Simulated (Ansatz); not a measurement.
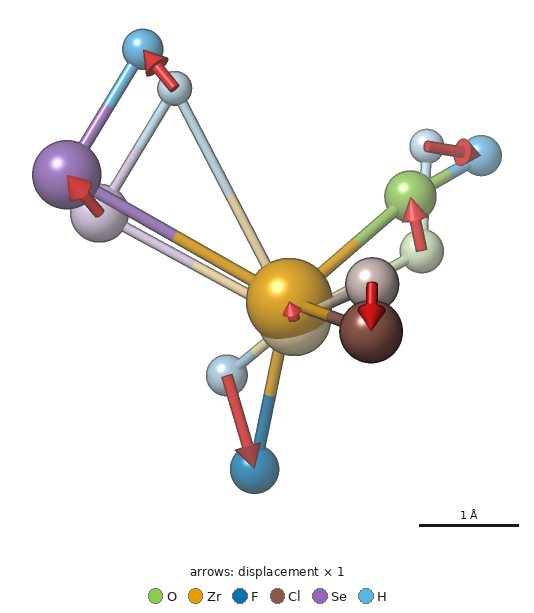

A relaxation of ZrH$_{2}$SeOClF (coarse preliminary run). The starting structure is drawn faded, the final one solid; red arrows show the displacements, at their true length. The two geometries are superimposed by the best rigid fit.

The picture is a ball-and-stick view, seen from a free direction.

The start comes from a force field.

The calculation used RKS PBE-D4/def2-SVP in Ansatz. (force threshold 0.03 eV/Å; at most 200 steps)

Question: Which element moves most?

Answer: Fluorine: up to 0.99 Å, against 0.69 Å for hydrogen.

Question: What happened in the run?

Answer: The atom that moves furthest after the best rigid fit is the F atom (0.99 Å). Largest moves by element: F 0.99 Å, H 0.69 Å, Se 0.59 Å, O 0.57 Å, Cl 0.54 Å, Zr 0.21 Å. Some distances before and after: F–Se 2.156 → 3.642 Å, F–Zr 1.108 → 1.907 Å, Se–Zr 2.251 → 2.593 Å, H–Zr 2.644 → 2.952 Å. Among the angles between lasting bonds that change: Zr–O–H 118.8° → 170.7°, F–Zr–Cl 148.6° → 109.3°, F–Zr–Se 70.7° → 107.1°. Groups turn about Se–Zr by about 20°. After 20 accepted moves (21 points after the start) the energy has fallen by 4069.4 kJ/mol. The largest force component goes from 160 to 0.03 eV/Å. The line search rejected the trial step at point 12 of the run.
